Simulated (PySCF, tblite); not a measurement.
**C4H3N2O3S radical: geometry, infrared bands and EPR parameters**

Aim: predict the infrared bands and EPR parameters of C4H3N2O3S radical (`[O]S(=O)(=O)c1cccnn1`).

Programs: tblite 0.8.0 and PySCF 2.14.0, with density-fitted response routines of our own. Each step states its level of theory. These are calculated values for one molecule in the gas phase, unless marked as measured. Atoms are numbered from 0 throughout.

## (1) Starting geometry

13 atoms, charge 0, multiplicity 2; geometry from: force field or distance geometry start.

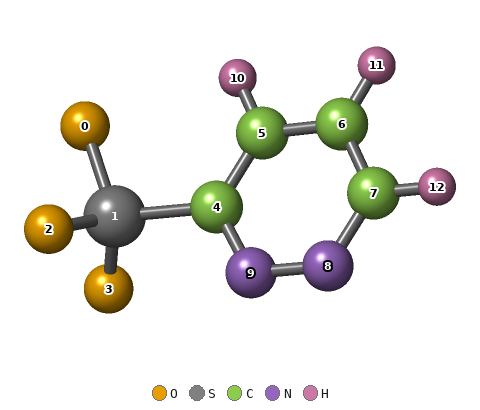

As it starts; oxygen amber, sulfur grey, carbon green, nitrogen purple, hydrogen pink, atoms numbered; sticks join atoms by distance.

## (2) Geometry optimisation with GFN2-xTB

The job: settings as JSON, then the geometry in Å.

```
{"job": {"kind": "relax", "xc": "GFN2-xTB", "basis": "xTB"}, "charge": 0, "multiplicity": 2}
O      2.728600     0.466600     1.405700
S      2.243300    -0.217900    -0.073800
O      2.921100     0.621400    -1.129800
O      2.788900    -1.614800    -0.155500
C      0.495100    -0.180100    -0.253900
C     -0.314700     0.372700     0.715600
C     -1.682300     0.424400     0.586900
C     -2.206800    -0.106900    -0.565100
N     -1.401400    -0.651100    -1.516300
N     -0.079800    -0.685000    -1.368200
H      0.094200     0.795200     1.636100
H     -2.295100     0.854200     1.371200
H     -3.295400    -0.078200    -0.670600
```

The run is started by

```sh
$ OMP_NUM_THREADS=1 python probes_run.py task.json out
```

This one command runs all jobs of the session in turn.

Output:

```text
step      E/eV     max force
  0    -848.70501    6.837
  1    -849.77836    3.656
  2    -850.15979    1.568
  3    -850.26967    0.872
  4    -850.39352    1.767
  5    -850.43726    0.756
  6    -850.46682    0.444
  7    -850.49207    0.615
  8    -850.51478    0.687
  9    -850.54010    0.468
 10    -850.55456    0.339
 11    -850.56439    0.274
 12    -850.57092    0.289
 13    -850.57539    0.192
 14    -850.57781    0.136
 15    -850.57903    0.108
 16    -850.57983    0.102
 17    -850.58063    0.104
 18    -850.58139    0.121
 19    -850.58192    0.078
 20    -850.58219    0.036
 21    -850.58233    0.029
 22    -850.58244    0.039
 23    -850.58258    0.044
 24    -850.58277    0.060
 25    -850.58302    0.060
 26    -850.58324    0.038
 27    -850.58339    0.034
 28    -850.58349    0.030
 29    -850.58360    0.039
 30    -850.58371    0.037
 31    -850.58378    0.023
 32    -850.58383    0.018
 33    -850.58386    0.015
 34    -850.58388    0.011
 35    -850.58389    0.005
```

Run time: 0.26 s. Hardware: 1 thread of Arm Neoverse V1, shared host.

Along the way: (not every step is listed)

```tsv
step	energy from step 0 (eV)	largest force (eV/Å)
0	0.0000	6.8365
1	-1.0734	3.6564
2	-1.4548	1.5682
3	-1.5647	0.8717
4	-1.6885	1.7665
5	-1.7323	0.7557
6	-1.7618	0.4436
7	-1.7871	0.6149
8	-1.8098	0.6874
10	-1.8496	0.3386
12	-1.8659	0.2888
14	-1.8728	0.1365
16	-1.8748	0.1025
18	-1.8764	0.1207
20	-1.8772	0.0363
22	-1.8774	0.0391
24	-1.8778	0.0597
26	-1.8782	0.0382
28	-1.8785	0.0303
30	-1.8787	0.0365
31	-1.8788	0.0227
32	-1.8788	0.0185
33	-1.8788	0.0150
34	-1.8789	0.0107
35	-1.8789	0.0051
```

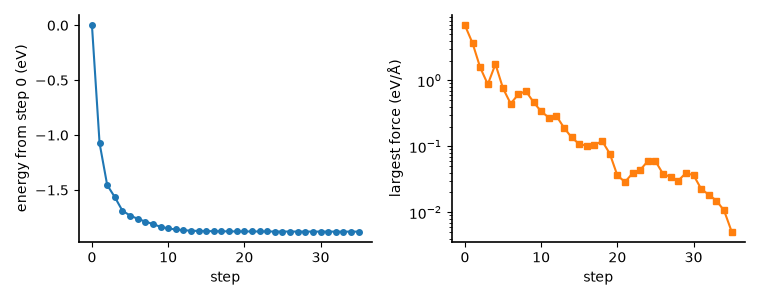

Energy and force, step by step.

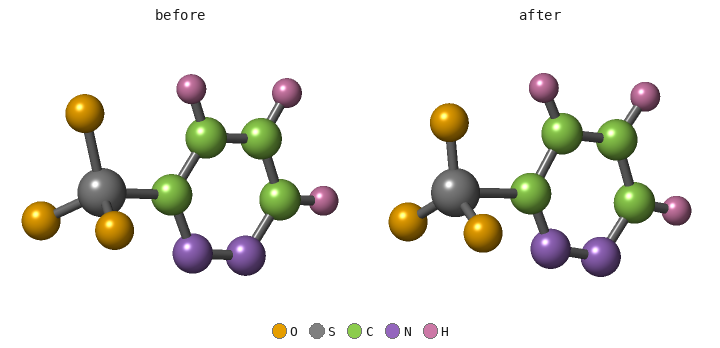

The geometry before (left) and after (right).

Close pairs (by a distance rule), those that changed most:

```tsv
bond	before (Å)	after (Å)	change (Å)
O0–S1	1.701	1.437	-0.264
S1–C4	1.758	1.894	+0.136
C4–N9	1.352	1.275	-0.077
S1–O2	1.510	1.439	-0.070
S1–O3	1.502	1.438	-0.064
N8–N9	1.330	1.281	-0.050
C7–N8	1.360	1.323	-0.037
C6–C7	1.373	1.398	+0.026
```

The final coordinates are the input of the step that follows.

## (3) Vibrational analysis with GFN2-xTB

The job: settings as JSON, then the geometry in Å.

```
{"job": {"kind": "ir", "xc": "GFN2-xTB", "basis": "xTB"}, "charge": 0, "multiplicity": 2}
O      2.543619     0.383043     1.262356
S      2.367010    -0.196468    -0.040728
O      2.673474     0.634692    -1.175370
O      2.553629    -1.617482    -0.159598
C      0.480700    -0.148898    -0.205352
C     -0.256010     0.423068     0.824612
C     -1.623114     0.422358     0.601762
C     -2.119597    -0.127353    -0.584448
N     -1.322295    -0.646724    -1.503422
N     -0.066187    -0.623504    -1.254904
H      0.238539     0.816065     1.698347
H     -2.299764     0.839642     1.332320
H     -3.174391    -0.157954    -0.813303
```

Output:

```text
mode    cm-1     km/mol
  1     -15.2      1.63
  2      80.9      1.67
  3     133.7      1.43
  4     208.0      0.54
  5     241.9     26.87
  6     271.2      5.98
  7     337.2      0.55
  8     421.1     12.42
  9     468.2     65.05
 10     479.2     62.18
 11     495.9    330.81
 12     602.1      9.12
 13     632.1    237.68
 14     701.8      0.96
 15     781.6     24.68
 16     906.3      0.02
 17     918.5      0.15
 18     956.8     86.91
 19     981.3     51.75
 20    1045.1     30.08
 21    1089.3     31.26
 22    1123.9     18.02
 23    1157.5     14.08
 24    1184.3    279.27
 25    1201.5    261.03
 26    1236.6     15.61
 27    1344.6    160.25
 28    1381.7     38.97
 29    1461.2     53.36
 30    1594.7     10.55
 31    3082.3      0.83
 32    3095.1      1.19
 33    3104.4      5.47
```

It took 0.47 s on 1 thread of Arm Neoverse V1, shared host.

Which atoms move in the most intense modes:

```tsv
cm⁻¹	km/mol	atoms
468	65.0	O2 35 %, O3 35 %, S1 20 %
479	62.2	O0 40 %, S1 18 %, O2 17 %, O3 16 %
496	330.8	S1 58 %, O0 15 %, O3 12 %, O2 11 %
632	237.7	N9 24 %, C4 24 %, C6 20 %, C7 15 %
957	86.9	N9 27 %, C7 19 %, C6 13 %, N8 13 %
1184	279.3	S1 42 %, O2 31 %, O3 27 %
1202	261.0	S1 39 %, O0 38 %, O3 11 %
1345	160.2	C5 22 %, N8 19 %, N9 19 %, C4 14 %
```

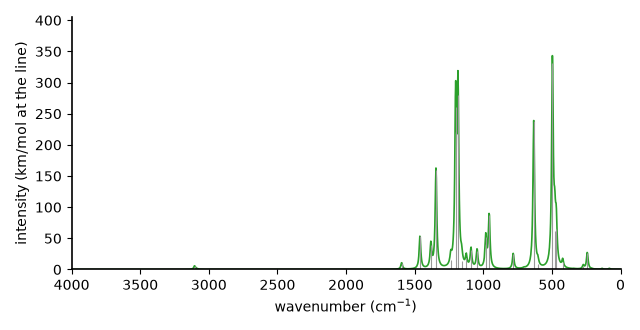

The infrared spectrum from these modes, unscaled. Lines are broadened to a width of 14 cm⁻¹ (Lorentzian).

## (4) g tensor and hyperfine couplings: B3LYP/pcH-1

Settings changed since step 3:

```diff
@@ -1,2 +1,2 @@
-{"job": {"kind": "ir", "xc": "GFN2-xTB", "basis": "xTB"}, "charge": 0, "multiplicity": 2}
+{"job": {"kind": "epr", "basis": "pcH-1"}, "charge": 0, "multiplicity": 2}
 O      2.543619     0.383043     1.262356
```

Method: UKS B3LYP, pcH-1 on C H N O S, non-relativistic, mean-field spin-orbit, GIAO.

Output:

```text
UKS, coarse grid
  cycle   1  E = -886.98889122  |g| = 1.06e+00
  cycle   2  E = -880.88534037  |g| = 3.15e+00
  cycle   3  E = -887.14294941  |g| = 6.52e-01
  cycle   4  E = -887.36847371  |g| = 2.60e-01
  cycle   5  E = -887.36155899  |g| = 2.75e-01
  cycle   6  E = -887.39693206  |g| = 9.22e-02
  cycle   7  E = -887.40083969  |g| = 4.02e-02
  cycle   8  E = -887.40118786  |g| = 3.47e-02
  cycle   9  E = -887.40184002  |g| = 1.08e-02
  cycle  10  E = -887.40191386  |g| = 5.43e-03
  cycle  11  E = -887.40193021  |g| = 2.73e-03
  cycle  12  E = -887.40193706  |g| = 1.43e-03
  cycle  13  E = -887.40193843  |g| = 5.21e-04
UKS, final grid
  cycle   1  E = -887.40192661  |g| = 1.01e-03
  cycle   2  E = -887.40192462  |g| = 3.04e-03
  cycle   3  E = -887.40192932  |g| = 4.24e-04
  cycle   4  E = -887.40193007  |g| = 3.72e-04
  cycle   5  E = -887.40192973  |g| = 3.83e-04
  cycle   6  E = -887.40192669  |g| = 3.92e-04
  cycle   7  E = -887.40192327  |g| = 4.15e-04
  cycle   8  E = -887.40191756  |g| = 4.62e-04
  cycle   9  E = -887.40191126  |g| = 5.15e-04
  cycle  10  E = -887.40191126  |g| = 4.49e-04
  cycle  11  E = -887.40190744  |g| = 5.31e-04
  cycle  12  E = -887.40189941  |g| = 2.60e-03
  cycle  13  E = -887.40189639  |g| = 3.41e-03
  cycle  14  E = -887.40190162  |g| = 1.96e-03
  cycle  15  E = -887.40190470  |g| = 1.95e-04
  cycle  16  E = -887.40190374  |g| = 1.32e-04
  cycle  17  E = -887.40190375  |g| = 7.03e-05
  cycle  18  E = -887.40190372  |g| = 8.94e-05
  cycle  19  E = -887.40190375  |g| = 6.60e-05
  cycle  20  E = -887.40190376  |g| = 2.29e-05
  cycle  21  E = -887.40190374  |g| = 3.81e-05
  cycle  22  E = -887.40190373  |g| = 2.11e-05
E = -887.40190373 Eh   <S^2> = 0.7546 (exact 0.7500)
g shifts (ppm)      1          2          3
  rmc          -275       -275       -275
  gc             14         12        -76
  oz_so     -154300       4219      10829
  total     -154524       3995      10479
hyperfine (MHz)  atom isotope    a_iso     a_fc   dipolar eigenvalues
    0   17O       0.63       0.63    -15.08      7.31      7.76
    1   33S     -23.44     -23.44     -0.56     -0.16      0.72
    2   17O      -1.50      -1.50    -36.39     17.93     18.46
    3   17O      -0.29      -0.29    -31.79     15.71     16.08
    4   13C     251.35     251.35    -18.67    -13.32     31.99
    5   13C      39.57      39.57     -9.87     -8.37     18.24
    6   13C       4.24       4.24     -4.16     -0.02      4.18
    7   13C      28.16      28.16     -8.77     -5.51     14.28
    8   14N      94.66      94.66     -6.13     -5.82     11.95
    9   14N     172.34     172.34    -18.25    -15.27     33.52
   10    1H      -1.69      -1.69     -4.90     -0.79      5.69
   11    1H      39.55      39.55     -1.59     -0.75      2.34
   12    1H      -1.34      -1.34     -3.76     -1.61      5.37
```

It took 2.2 min on 1 thread of Arm Neoverse V1, shared host; peak memory 1.1 GiB.

Principal g values 1.84779, 2.00631, 2.01280; g(iso) = 1.95564, against 2.00232 for a free electron. They are not to be trusted: the run shows a large g shift, which the driver flags as unsure.

Mean a(iso) over the nuclei that a row names, and the largest dipolar term of the row (other rows stand at the frozen geometry):

```tsv
nuclei	isotope	a(iso) (MHz)	a(iso) (G, at g = 2.0023)	largest dipolar term (MHz)
C4	13C	251.4	89.7	32.0
N9	14N	172.3	61.5	33.5
N8	14N	94.7	33.8	11.9
C5	13C	39.6	14.1	18.2
H11	1H	39.5	14.1	2.3
C7	13C	28.2	10.0	14.3
S1	33S	-23.4	-8.4	0.7
C6	13C	4.2	1.5	4.2
H10	1H	-1.7	-0.6	5.7
H12	1H	-1.3	-0.5	5.4
O0, O2, O3	17O	-0.4	-0.1	-36.4
```

Mulliken spin populations:

O0 0.04; S1 0.01; O2 0.11; O3 0.09; C4 0.13; C5 0.06; C6 -0.02; C7 0.03; N8 0.11; N9 0.42; H10 0.00; H11 0.02; H12 0.00

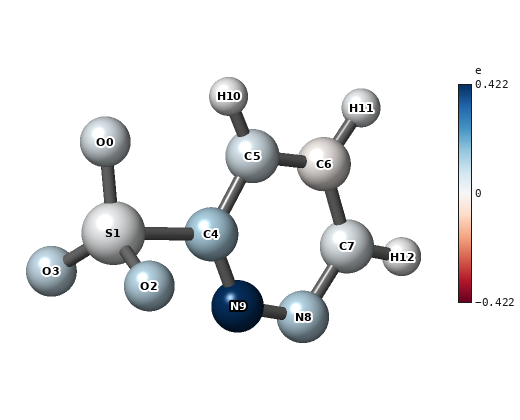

Mulliken spin populations, as colours on the atoms.

Orbitals, density, ELF and potential are computed afterwards from the orbital file.

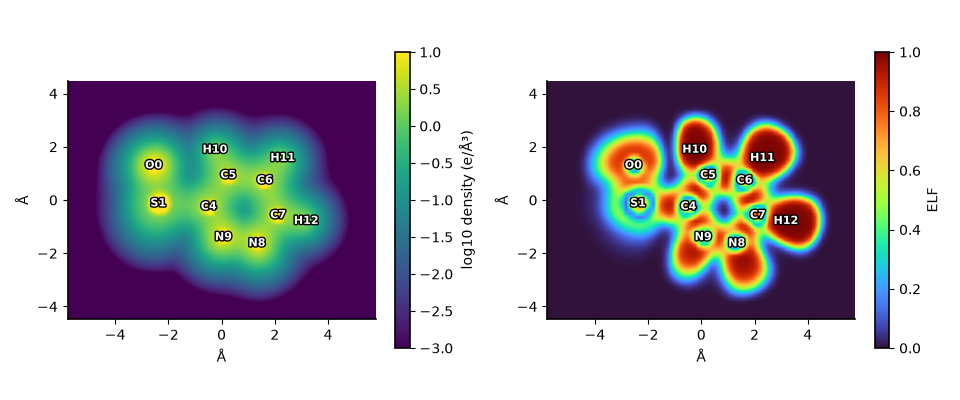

Density (left) and ELF (right) in a plane through or near 11 of the atoms.

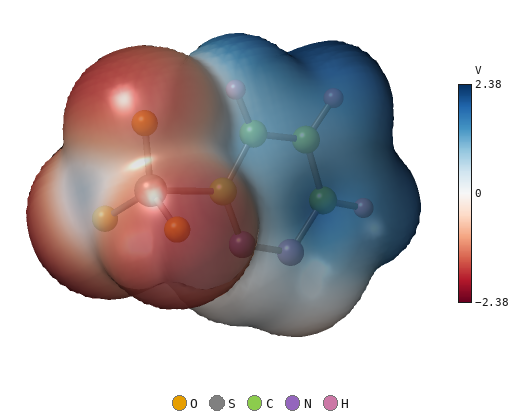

The potential that a unit positive charge feels on the 0.002 e/bohr³ surface, from -1.70 V near O3 to 2.38 V near H11.

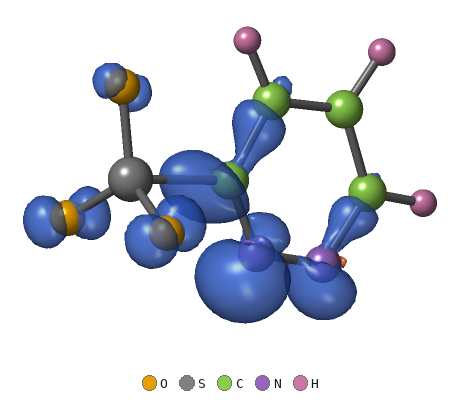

Spin density at ±0.05 e/Å³ (alpha excess blue, beta excess red).

## (5) What came out

| quantity | value |
| --- | --- |
| strongest single infrared mode (GFN2-xTB) | 496 cm⁻¹, 331 km/mol |
| zero-point energy (GFN2-xTB) | 46.8 kcal/mol |
| g(iso) (B3LYP) | 1.95564 |
| ⟨S²⟩ | 0.755 (exact 0.75) |
| largest a(iso) (averaged by class) | 13C on C4, 251.4 MHz |
| surface potential, least and greatest | -1.70 V and 2.38 V |
| property runs in this session | 1, of which 0 failed and 1 gave unsound results |

What this shows: The optimisation took 35 steps and gained 1.879 eV; among the close pairs (by a distance rule), O0–S1 changed most, from 1.701 to 1.437 Å. The lowest mode is slightly imaginary (15i cm⁻¹), a soft motion within the noise of the Hessian, so the minimum is not strictly shown. The strongest single mode, at 496 cm⁻¹, moves mainly S1. GFN2-xTB is a fitted tight-binding method: band positions and strengths are rough. Its intensities can rank the bands wrongly. The largest share of the spin, 0.42 e, sits on N9. The isotropic g lies 46.7 ppt below the free-electron value. These values are not to be trusted: the run shows a large g shift, which the driver flags as unsure.
